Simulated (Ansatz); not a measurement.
```xyz
33

Ge    0.3626   -0.1378   -1.8302
C    -0.2577   -1.3825   -3.2174
C     1.9024    0.9205   -2.4617
N    -0.9858    1.0218   -1.2868
Ge   -1.6088    0.9137    0.4717
C    -2.5828    2.5725    0.8648
C    -2.7025   -0.7026    0.6259
N    -0.2106    0.7499    1.7020
Ge    1.0747   -0.5562    1.3955
C     2.8585    0.2510    1.6229
C     0.8319   -2.1070    2.5745
N     0.7412   -1.1610   -0.3295
H    -1.1319   -1.9518   -2.8456
H    -0.5649   -0.8219   -4.1222
H     0.5431   -2.0945   -3.5017
H     2.7153    0.2513   -2.8071
H     2.2933    1.5554   -1.6423
H     1.6086    1.5769   -3.3060
H    -0.8651    1.9847   -1.6204
H    -1.9105    3.4511    0.7961
H    -3.0062    2.5348    1.8875
H    -3.4117    2.7094    0.1427
H    -3.0860   -0.8174    1.6585
H    -3.5530   -0.6668   -0.0822
H    -2.0696   -1.5769    0.3780
H     0.1810    1.6503    2.0001
H     3.6482   -0.5076    1.4536
H     2.9770    0.6545    2.6491
H     3.0051    1.0763    0.8986
H    -0.2064   -2.4817    2.4860
H     1.5323   -2.9237    2.3072
H     1.0133   -1.8200    3.6288
H     0.8650   -2.1649   -0.4903
```

Geometry: PBE-D4/def2-SVP.

The calculation used Ansatz 0.2.0, RKS PBE0-D4/def2-SVP.

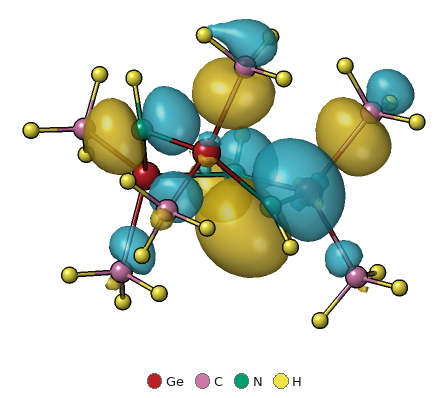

C₆H₂₁Ge₃N₃ (cyclo-(Me2GeNH)3). The HOMO−1 at ±0.1 Å⁻³ᐟ² (yellow and cyan are the two phases), seen from one side.

Describe this orbital and give its energy.

Answer. By Hirshfeld shares it lies mainly on N12 (about 40 %), N8 (about 10 %), N4 (about 5 %), C10 (about 5 %), C3 (about 5 %) and Ge9 (about 5 %). Its energy is −6.28 eV.
